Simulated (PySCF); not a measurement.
C6H12: NMR shielding calculation

C6H12 (trans-2-hexene), computed with GIAO PBE0/pcSseg-1 NMR shielding, non-relativistic, IEF-PCM dimethylsulfoxide (PySCF 2.14.0).

The geometry comes from this level: PBE0-D3(BJ)/def2-SVP. It belongs to a series of runs on one base structure; here: solvent dimethylsulfoxide. Figures and captions count atoms from 1; the log counts them from 0 in places.

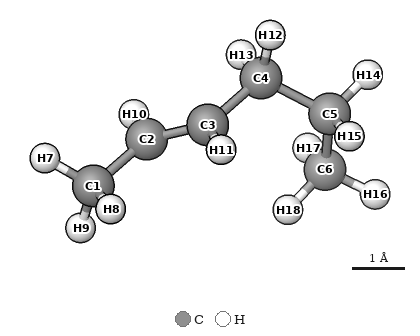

*The structure (ball-and-stick view, seen at a tilt; atoms are numbered from 1 in the order of the input).*

### Results in brief

| quantity | value |
| --- | --- |
| outcome | converged |
| total energy | −235.524327 hartree |
| HOMO | −6.92 eV |
| LUMO | 0.64 eV |
| dipole moment | 0.02 D |
| isotropic shielding, C | 44.2 to 170.8 ppm |
| isotropic shielding, H | 25.5 to 30.7 ppm |
| hardware | 1 CPU thread, shared host |
| wall time | 18 s |
| peak memory | 0.91 GiB |

### Input
```
{"job": {"kind": "nmr", "xc": "PBE0", "basis": "pcSseg-1", "solvent": "dimethylsulfoxide", "pop": true}, "charge": 0, "multiplicity": 1}
C      3.157264     0.225666    -0.166235
C      1.896128    -0.364722    -0.703648
C      0.846563    -0.756501     0.025153
C     -0.416143    -1.347224    -0.518256
C     -1.665631    -0.528333    -0.182094
C     -1.675325     0.854234    -0.813701
H      4.032144    -0.395676    -0.423263
H      3.123041     0.327329     0.928761
H      3.347939     1.223359    -0.596204
H      1.841396    -0.485909    -1.794346
H      0.890511    -0.633375     1.117175
H     -0.542917    -2.365649    -0.108462
H     -0.329613    -1.460694    -1.612813
H     -2.557388    -1.092296    -0.504083
H     -1.749501    -0.436061     0.915596
H     -2.582383     1.415926    -0.543171
H     -1.638987     0.788375    -1.913474
H     -0.802944     1.445348    -0.494207
```

The first line tells a small driver script what to run in PySCF; the rest is the geometry in Å.

Launched with:
```bash
OMP_NUM_THREADS=1 python <driver script> task.json out
```

### The program's output
```
coarse grid: 13960 points
cycle   1  E = -235.4417412299  dE =  3.417e-01  |g| = 4.019e-01  |ddm| = 3.502e+00
cycle   2  E = -235.4399795750  dE =  1.762e-03  |g| = 4.227e-01  |ddm| = 7.117e-01
cycle   3  E = -235.4878591979  dE = -4.788e-02  |g| = 2.689e-02  |ddm| = 3.655e-01
cycle   4  E = -235.4879309502  dE = -7.175e-05  |g| = 2.007e-02  |ddm| = 3.637e-02
cycle   5  E = -235.4880261310  dE = -9.518e-05  |g| = 5.629e-03  |ddm| = 1.824e-02
cycle   6  E = -235.4880334598  dE = -7.329e-06  |g| = 1.487e-03  |ddm| = 4.681e-03
final grid: 131712 points
cycle   7  E = -235.5243082069  dE = -3.668e-05  |g| = 8.502e-03  |ddm| = 3.104e-02
cycle   8  E = -235.5243041277  dE =  4.079e-06  |g| = 9.483e-03  |ddm| = 1.419e-02
cycle   9  E = -235.5243274277  dE = -2.330e-05  |g| = 5.155e-04  |ddm| = 7.280e-03
cycle  10  E = -235.5243274811  dE = -5.333e-08  |g| = 2.290e-04  |ddm| = 5.416e-04
cycle  11  E = -235.5243274931  dE = -1.207e-08  |g| = 6.959e-05  |ddm| = 2.125e-04
cycle  12  E = -235.5243274943  dE = -1.159e-09  |g| = 1.660e-05  |ddm| = 6.643e-05
cycle  13  E = -235.5243274943  dE = -7.054e-11  |g| = 1.301e-06  |ddm| = 1.632e-05
```

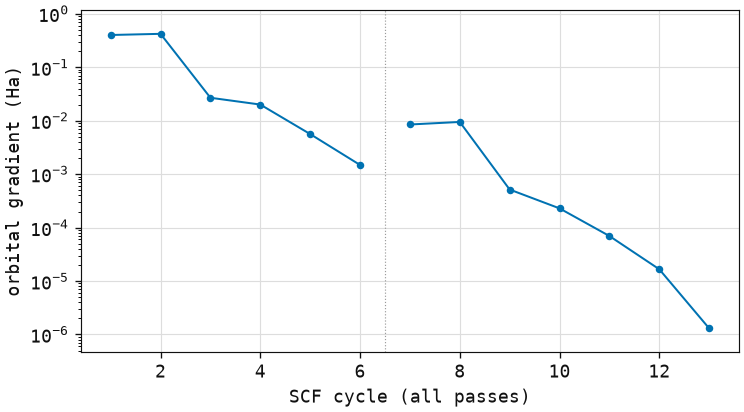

*Convergence of the self-consistent field: orbital gradient against the SCF cycle. The dotted line marks the change from a coarse to the final integration grid.*

The first 6 cycles use a coarse grid, the final grid takes over at cycle 7, and the field converges after 13 cycles in all.

```
converged SCF energy = -235.5243274943

GIAO shielding tensors (ppm)
atom      isotropic    diamagn.    paramagn.     s11        s22        s33       span
  0 C      164.073     246.742     -82.668    151.414    154.856    185.950     34.535
  1 C       48.212     256.949    -208.737    -67.118     65.319    146.434    213.553
  2 C       44.162     257.820    -213.658    -65.731     62.629    135.589    201.321
  3 C      146.962     247.684    -100.721    135.140    147.086    158.661     23.521
  4 C      160.697     247.433     -86.736    155.674    157.597    168.819     13.146
  5 C      170.847     248.465     -77.618    158.514    170.110    183.916     25.403
  6 H       29.387      26.016       3.372     25.487     27.005     35.670     10.184
  7 H       29.528      29.387       0.141     26.015     28.916     33.652      7.637
  8 H       29.368      28.049       1.319     25.520     27.349     35.235      9.715
  9 H       25.502      33.029      -7.528     23.462     23.833     29.210      5.748
 10 H       25.684      33.859      -8.174     22.970     25.323     28.761      5.791
 11 H       28.880      30.121      -1.241     24.229     27.747     34.664     10.436
 12 H       29.553      32.089      -2.537     26.036     29.165     33.458      7.423
 13 H       29.839      29.692       0.147     25.010     28.212     36.296     11.286
 14 H       30.010      31.505      -1.495     25.786     28.543     35.702      9.915
 15 H       30.268      28.864       1.404     25.813     27.480     37.512     11.699
 16 H       30.736      30.310       0.427     26.996     28.419     36.794      9.798
 17 H       30.299      32.022      -1.723     25.580     30.429     34.888      9.308
```

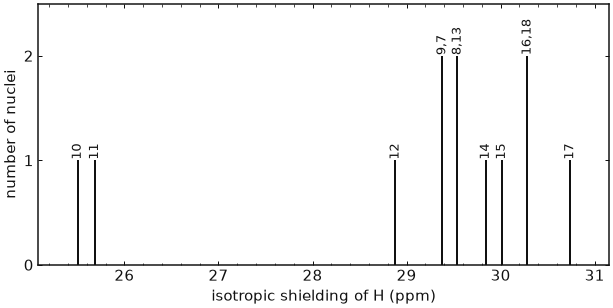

*Isotropic shieldings of the hydrogen nuclei in this fixed geometry, labelled by atom number; shielding grows to the right, so chemical shift grows to the left.*

The least shielded is H10 (25.5 ppm), the most shielded H17 (30.7 ppm).

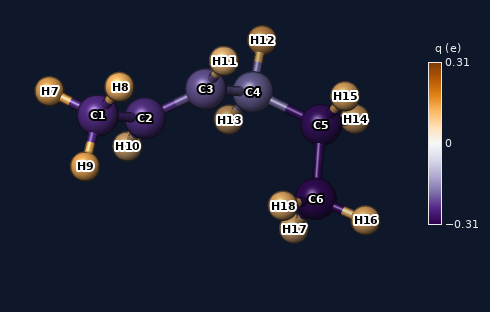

*Mulliken charges, as the colour of each atom (ball-and-stick view, seen at a tilt; atoms are numbered from 1 in the order of the input).*

By element: C −0.29 to −0.18 and H +0.11 to +0.14 e.
